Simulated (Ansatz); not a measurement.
## Electronic structure of BH3···H5NSi in real space

| atom | x (Å) | y (Å) | z (Å) |
| --- | --- | --- | --- |
| B | 0.0462 | 0.3453 | -0.0281 |
| H | -0.7393 | 0.5719 | 0.8471 |
| H | 1.2168 | 0.5489 | 0.1554 |
| H | -0.3599 | 0.0010 | -1.1085 |
| N | -0.2677 | -2.0803 | 1.1970 |
| H | -0.5088 | -2.5653 | 0.3339 |
| Si | 1.2089 | -2.3746 | 2.0970 |
| H | 1.3925 | -3.8568 | 2.2051 |
| H | 2.4696 | -1.8088 | 1.5111 |
| H | 1.0104 | -1.7685 | 3.4496 |
| H | -0.8431 | -1.2279 | 1.3475 |

Not at a stationary point (largest force 0.9 eV/Å).

These are results of Ansatz 0.2.0, RKS BLYP-D4/6-31G*, not measurements.

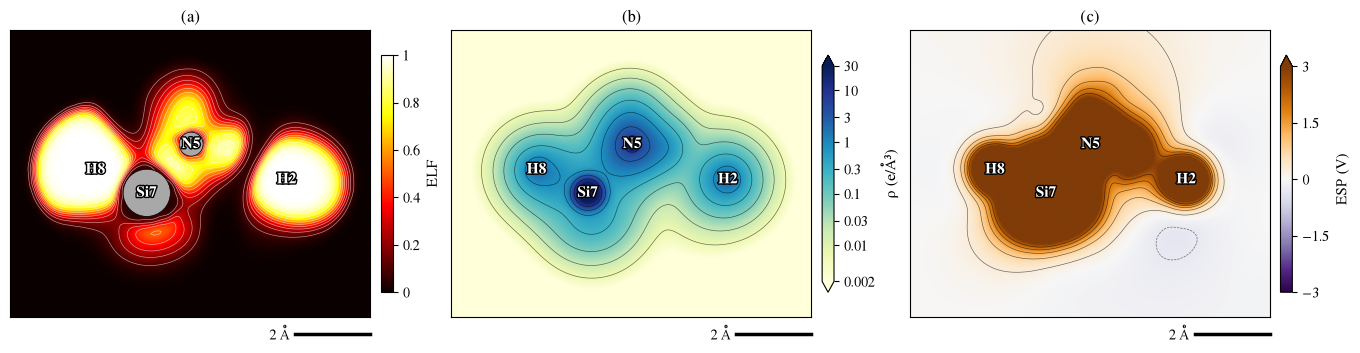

Figure 1. (a) ELF; (b) electron density; (c) electrostatic potential on the plane of atoms N5, Si7 and H8. Grey discs cover the atomic cores in the ELF map.

What does the map show?

- Atoms in the plane: H, N and Si.
- Si–N (1.75 Å): ρ is about 1 e/Å³ halfway; the ELF peaks at about 0.90 between the atoms, as expected for a shared but strongly polarised pair.
- Si–H (1.50 Å): ρ at the midpoint is about 0.76 e/Å³; the ELF climbs to about 1 towards the hydrogen, as it does in any bond to H.
- Outside the dense part of the complex the potential is most negative (−0.3 V) near H2.

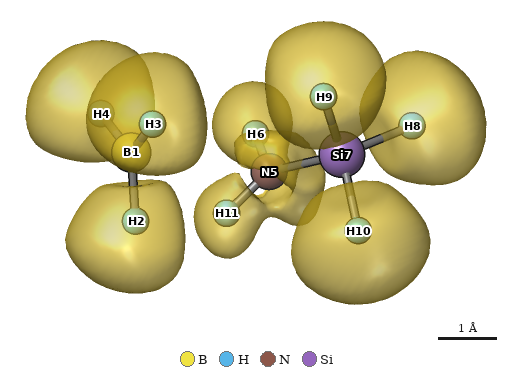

Figure 2. Isosurface of the electron localisation function at 0.8 (yellow), seen from one side. Core shells and regions of very low density are left out.

Where are the electrons localised?

The ELF exceeds this value in six regions around hydrogen nuclei and one joined region spread over several atoms (H, N), in which their bonds and any lone pairs are merged.


B1···H11 (2.27 Å): the ELF dips to about 0.10 between them.

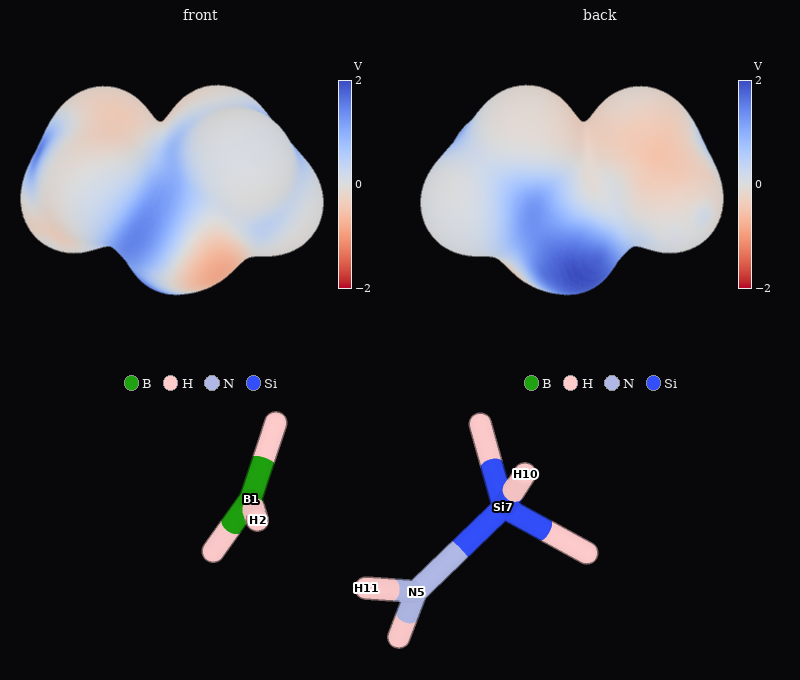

Figure 3. The molecular electrostatic potential painted on the density surface at 0.002 e/bohr³, seen from the front and from behind; the colour scale runs from red (negative) to blue (positive). The bare structure is drawn below in the same view.

Which sites attract a positive test charge, and which a negative one?

A positive charge is drawn to the negative regions and a negative charge to the positive ones. The most negative region (about −0.8 V, or −18 kcal/mol for a unit charge) lies over N5, the most positive (about +1.9 V, or +44 kcal/mol for a unit charge) over H6.

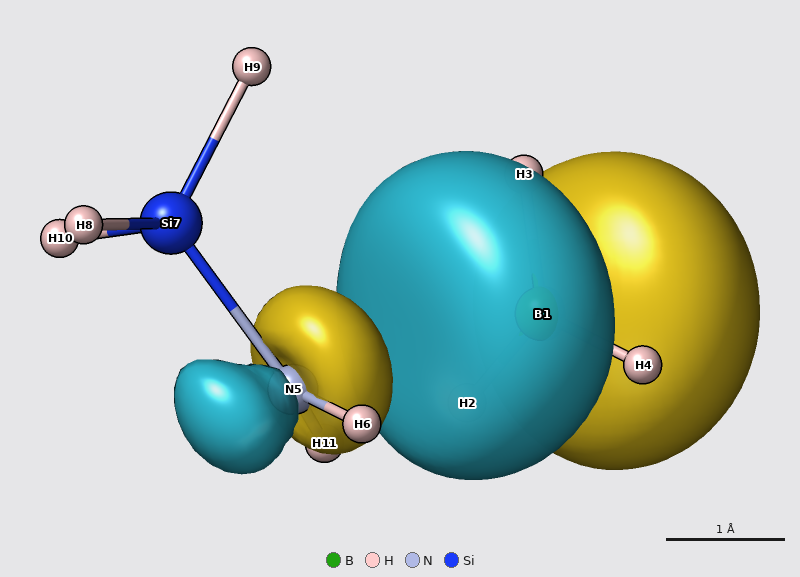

Figure 4. The LUMO at ±0.1 Å⁻³ᐟ² (yellow and cyan are the two phases), seen at an oblique angle.

What is the character of this orbital?

By Hirshfeld shares it lies mainly on B1 (about 65 %), N5 (about 10 %), H3 (about 5 %) and H4 (about 5 %). Its energy is −1.87 eV.
